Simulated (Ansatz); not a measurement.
# C2H8O2Sn: molecular dynamics, part 2 of 2

Purpose: to follow the molecule's vibrations and see whether its bonds hold. The start is relaxed first. Runs: 244 steps of 0.25 fs under a Nosé-Hoover thermostat at 100 K. SMILES of the start: [CH3][Sn]([CH3])([OH])[OH].

Ansatz 0.2.0; RKS PBE0-D4/def2-SVP.

## (5) The output, continued: dynamics from the start

Output, continued, shortened:

```text
md step   171: t =    42.75 fs  T =    35.2 K  F+E_penalty+E_count = -12119.12851644 eV  E_kin = 0.050040 eV  conserved = -12119.08402351 eV  (24 SCF iters)
[...]
md step   189: t =    47.25 fs  T =    50.9 K  F+E_penalty+E_count = -12119.15000032 eV  E_kin = 0.072436 eV  conserved = -12119.08405197 eV  (24 SCF iters)
[...]
md step   207: t =    51.75 fs  T =    43.6 K  F+E_penalty+E_count = -12119.13800656 eV  E_kin = 0.062010 eV  conserved = -12119.08401608 eV  (24 SCF iters)
[...]
md step   225: t =    56.25 fs  T =    39.4 K  F+E_penalty+E_count = -12119.13074215 eV  E_kin = 0.056066 eV  conserved = -12119.08400984 eV  (24 SCF iters)
[...]
md step   243: t =    60.75 fs  T =    39.7 K  F+E_penalty+E_count = -12119.12957522 eV  E_kin = 0.056488 eV  conserved = -12119.08396806 eV  (28 SCF iters)
[...]
Atom 3 at     0.792429    -0.717418     2.651822 Å, force    -0.210751     0.012742    -0.177755 eV/Å
Atom 4 at     0.102405     0.899574     2.798473 Å, force    -0.154784     0.144994     0.043186 eV/Å
Atom 5 at     1.746562    -0.411967    -0.412147 Å, force    -0.140328     0.014431    -0.129139 eV/Å
Atom 6 at     1.758983    -0.705130    -1.336252 Å, force    -0.051199     0.126754     0.262024 eV/Å
Atom 7 at    -1.025672     1.683289    -0.865156 Å, force     1.121626     0.310804     0.157950 eV/Å
Atom 8 at    -1.949037     1.310171    -1.277575 Å, force    -0.538701    -0.437068    -0.388379 eV/Å
Atom 9 at    -1.282418     2.487461    -0.163031 Å, force     0.190952     0.162366    -0.058924 eV/Å
Atom 10 at    -0.346511     2.045485    -1.676713 Å, force    -0.451696    -0.114236     0.533398 eV/Å
Atom 11 at    -1.308098    -1.415877    -0.440543 Å, force     0.020459     1.292227    -0.519093 eV/Å
Atom 12 at    -1.163906    -2.230325     0.008038 Å, force     0.219300    -1.132712     0.596057 eV/Å
Dipole moment:    -0.085442     0.191438     0.208503 e Å
```

Wall time 40 min (2 threads of Intel Xeon at 2.50GHz (Skylake/Cascade Lake), shared host); peak memory 0.32 GiB.

## (6) The trajectory

The trajectory, every 10 steps (energies from step 0):

| time (fs) | T (K) | potential energy change (meV/atom) | conserved energy change (meV/atom) |
| --- | --- | --- | --- |
| 0.0 | 100 | 0.0 | 0.00 |
| 2.5 | 71 | 3.2 | 0.01 |
| 5.0 | 68 | 3.6 | 0.00 |
| 7.5 | 57 | 4.7 | 0.01 |
| 10.0 | 39 | 6.6 | 0.01 |
| 12.5 | 57 | 4.7 | 0.00 |
| 15.0 | 58 | 4.7 | 0.01 |
| 17.5 | 57 | 4.8 | 0.01 |
| 20.0 | 54 | 5.2 | 0.01 |
| 22.5 | 54 | 5.1 | 0.01 |
| 25.0 | 45 | 6.2 | 0.01 |
| 27.5 | 67 | 3.8 | 0.00 |
| 30.0 | 73 | 3.1 | 0.00 |
| 32.5 | 60 | 4.6 | 0.01 |
| 35.0 | 72 | 3.4 | 0.00 |
| 37.5 | 34 | 7.6 | 0.01 |
| 40.0 | 31 | 8.0 | 0.01 |
| 42.5 | 37 | 7.3 | 0.00 |
| 45.0 | 29 | 8.2 | 0.01 |
| 47.5 | 53 | 5.7 | 0.00 |
| 50.0 | 49 | 6.2 | 0.01 |
| 52.5 | 41 | 7.1 | 0.01 |
| 55.0 | 36 | 7.7 | 0.01 |
| 57.5 | 43 | 7.0 | 0.01 |
| 60.0 | 39 | 7.5 | 0.01 |
| 61.0 | 41 | 7.3 | 0.01 |

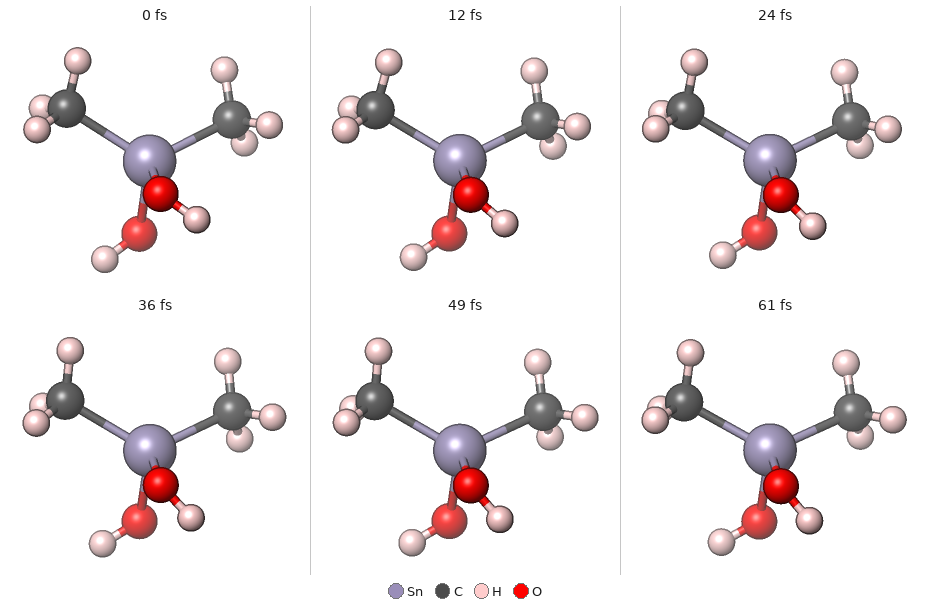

The system at six times, viewed from a chosen angle. Sticks join atoms within a bonding distance in each frame.

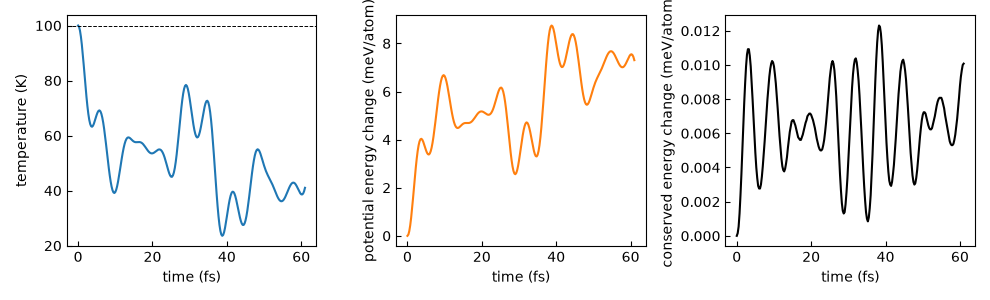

Traces against time; each panel has its own scale. The dashed line is the set temperature.

## (7) Positions and forces

Extended XYZ, with forces in eV/Å:

```xyz
13
time_fs=7.5 T=57 dE=0.0613
Sn   -0.125    0.038    0.201    0.082   -0.799    0.026
C     0.007   -0.009    2.334   -0.294    0.256   -0.115
H    -0.952   -0.303    2.786    0.012   -0.097   -0.138
H     0.792   -0.712    2.638    0.117    0.139    0.064
H     0.211    1.023    2.657    0.259   -0.140    0.157
O     1.741   -0.382   -0.391   -0.165    0.079    0.323
H     1.832   -0.474   -1.342   -0.054    0.006   -0.194
C    -0.953    1.695   -0.801    0.085    0.324   -0.344
H    -1.862    1.362   -1.337    0.072    0.225    0.324
H    -1.112    2.526   -0.101   -0.395   -0.070    0.019
H    -0.236    2.070   -1.540    0.134   -0.086   -0.167
O    -1.294   -1.451   -0.466    0.422   -0.712    0.421
H    -1.017   -2.321   -0.099   -0.277    0.877   -0.375
13
time_fs=15.2 T=58 dE=0.0609
Sn   -0.120    0.044    0.201    0.052   -1.140    0.035
C    -0.012   -0.029    2.333    0.266    0.128   -0.082
H    -0.969   -0.340    2.767   -0.097   -0.077   -0.035
H     0.796   -0.705    2.660   -0.133    0.119   -0.102
H     0.208    0.993    2.664    0.071    0.044    0.204
O     1.745   -0.388   -0.396   -0.168    0.057   -0.119
H     1.831   -0.530   -1.351   -0.125    0.078    0.286
C    -0.965    1.678   -0.804    0.680    0.709   -0.253
H    -1.873    1.346   -1.298   -0.384   -0.102   -0.150
H    -1.165    2.501   -0.105   -0.104    0.006   -0.057
H    -0.233    2.028   -1.561   -0.294   -0.050    0.188
O    -1.299   -1.448   -0.461   -0.065    1.314   -0.376
H    -1.053   -2.276   -0.084    0.299   -1.086    0.462
13
time_fs=23.0 T=53 dE=0.0684
Sn   -0.115    0.046    0.201    0.008   -0.722    0.081
C    -0.026   -0.038    2.329    0.006    0.384    0.146
H    -0.993   -0.392    2.729    0.218    0.132   -0.044
H     0.787   -0.686    2.663    0.110   -0.358   -0.072
H     0.220    0.962    2.722   -0.272   -0.015    0.001
O     1.743   -0.391   -0.398   -0.128    0.087    0.160
H     1.802   -0.574   -1.341   -0.045    0.014   -0.069
C    -0.965    1.685   -0.817   -1.205   -0.290    0.179
H    -1.925    1.325   -1.265    0.672    0.074    0.048
H    -1.245    2.484   -0.120    0.316    0.188   -0.053
H    -0.264    1.998   -1.581    0.200    0.433   -0.400
O    -1.298   -1.431   -0.455    0.194   -0.234    0.186
H    -1.075   -2.285   -0.051   -0.075    0.307   -0.163
13
time_fs=30.5 T=69 dE=0.0477
Sn   -0.109    0.044    0.201   -0.079    0.064    0.143
C    -0.030   -0.036    2.330    0.486   -0.220    0.090
H    -0.988   -0.421    2.691   -0.177   -0.030    0.108
H     0.778   -0.728    2.637   -0.208    0.137   -0.131
H     0.173    0.940    2.786   -0.059    0.130   -0.031
O     1.736   -0.392   -0.397    0.029    0.022    0.115
H     1.760   -0.609   -1.333    0.034   -0.013   -0.146
C    -0.989    1.690   -0.828    0.973    0.411   -0.167
H    -1.895    1.296   -1.259   -0.628   -0.266   -0.413
H    -1.252    2.511   -0.148    0.141    0.051   -0.004
H    -0.302    2.045   -1.636   -0.449   -0.126    0.517
O    -1.293   -1.413   -0.448    0.064   -0.839    0.254
H    -1.103   -2.278   -0.031   -0.128    0.677   -0.334
13
time_fs=38.0 T=28 dE=0.1079
Sn   -0.104    0.042    0.203   -0.263    0.692    0.123
C    -0.025   -0.037    2.336   -0.689    0.005   -0.016
H    -0.998   -0.446    2.668    0.166    0.056   -0.056
H     0.749   -0.761    2.592    0.336    0.008    0.231
H     0.110    0.935    2.837    0.225   -0.147   -0.163
O     1.731   -0.393   -0.395    0.188   -0.172   -0.389
H     1.726   -0.640   -1.333    0.094    0.086    0.256
C    -1.000    1.701   -0.841   -0.779   -0.636    0.128
H    -1.919    1.246   -1.305    0.507    0.533    0.472
H    -1.226    2.549   -0.177   -0.247   -0.202    0.086
H    -0.388    2.093   -1.637    0.611    0.065   -0.551
O    -1.289   -1.405   -0.439   -0.383    0.932   -0.698
H    -1.133   -2.237   -0.032    0.235   -1.220    0.576
13
time_fs=45.8 T=35 dE=0.0984
Sn   -0.100    0.044    0.204   -0.374    0.793   -0.006
C    -0.037   -0.045    2.340    0.270   -0.400   -0.199
H    -0.997   -0.470    2.643   -0.219   -0.116    0.152
H     0.768   -0.764    2.591   -0.167    0.326    0.084
H     0.101    0.912    2.854    0.159    0.107   -0.062
O     1.732   -0.397   -0.400    0.174   -0.038    0.083
H     1.716   -0.665   -1.322    0.098   -0.038   -0.204
C    -1.018    1.699   -0.856    1.333    0.497   -0.145
H    -1.911    1.281   -1.285   -0.798   -0.261   -0.271
H    -1.255    2.538   -0.186   -0.102   -0.118    0.096
H    -0.392    2.118   -1.688   -0.233   -0.467    0.589
O    -1.293   -1.398   -0.439   -0.064   -0.941    0.217
H    -1.147   -2.261   -0.003   -0.077    0.656   -0.333
13
time_fs=53.5 T=38 dE=0.0967
Sn   -0.098    0.049    0.206   -0.490    0.322   -0.309
C    -0.049   -0.065    2.338   -0.120    0.181    0.059
H    -1.015   -0.507    2.648    0.275    0.157    0.066
H     0.779   -0.716    2.623    0.130   -0.321    0.025
H     0.127    0.899    2.842   -0.232    0.001   -0.156
O     1.739   -0.405   -0.406    0.030    0.014    0.073
H     1.733   -0.689   -1.326    0.036    0.004   -0.081
C    -1.011    1.701   -0.871   -1.267   -0.794    0.699
H    -1.983    1.305   -1.278    0.833    0.081    0.130
H    -1.306    2.498   -0.171    0.330    0.113   -0.050
H    -0.389    2.066   -1.672    0.427    0.307   -0.447
O    -1.301   -1.405   -0.441    0.091   -0.542    0.249
H    -1.158   -2.256    0.010   -0.043    0.477   -0.258
13
time_fs=61.0 T=41 dE=0.0950
Sn   -0.098    0.056    0.206   -0.489   -0.392   -0.441
C    -0.056   -0.081    2.337    0.653    0.039    0.056
H    -0.997   -0.520    2.679   -0.169   -0.027    0.066
H     0.792   -0.717    2.652   -0.211    0.013   -0.178
H     0.102    0.900    2.799   -0.155    0.145    0.043
O     1.747   -0.412   -0.412   -0.140    0.014   -0.129
H     1.759   -0.705   -1.336   -0.051    0.127    0.262
C    -1.026    1.683   -0.865    1.122    0.311    0.158
H    -1.949    1.310   -1.278   -0.539   -0.437   -0.388
H    -1.282    2.487   -0.163    0.191    0.162   -0.059
H    -0.346    2.046   -1.677   -0.452   -0.114    0.533
O    -1.308   -1.416   -0.441    0.021    1.292   -0.519
H    -1.164   -2.230    0.008    0.219   -1.133    0.596
```

## (8) Outcome

The summary covers parts 1 to 2.

```
                              quantity                       value
               relaxation of the start    10 moves, 0.271 eV lower
                                length        244 steps of 0.25 fs
      temperature, first and last step                100 and 41 K
              temperature, second half  mean 44 K, from 24 to 73 K
         potential energy, second half  +7 meV/atom from the start
largest change of the conserved energy               0.01 meV/atom
                bonds formed or broken                           0
```

In words: Against a set 100 K the second half averages 44 K with a spread of 13 K; 7 meV/atom has gone into potential energy, and a thermostat that acts over some 100 fs has not made it up in 61 fs. The conserved energy strays from its start by at most 0.01 meV/atom, 0.2 % of the mean kinetic energy, so a step of 0.25 fs is short enough over this time. No bond forms or breaks. 61 fs on 13 atoms is far too short and small for converged averages. The nuclei move classically, without zero-point motion, which matters most for hydrogen.
